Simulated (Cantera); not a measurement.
A closed system holds: 1 mol SrCl₂, 24 mol H₂, a varied amount of N₂, held at 402 °C and 1.00 bar.

Equilibrium computed with Cantera from the NASA thermochemical tables; the gas is ideal and each condensed phase is pure. Candidate condensed phases: NH₄Cl, Sr, SrCl₂; 15 gas species. Rates play no part.

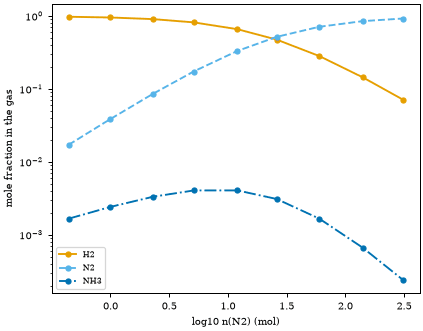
Equilibrium gas composition (values under 1e-9 drawn at 1e-9)

From 0.44 mol N₂ to 310 mol N₂ the condensed part is SrCl₂(s).
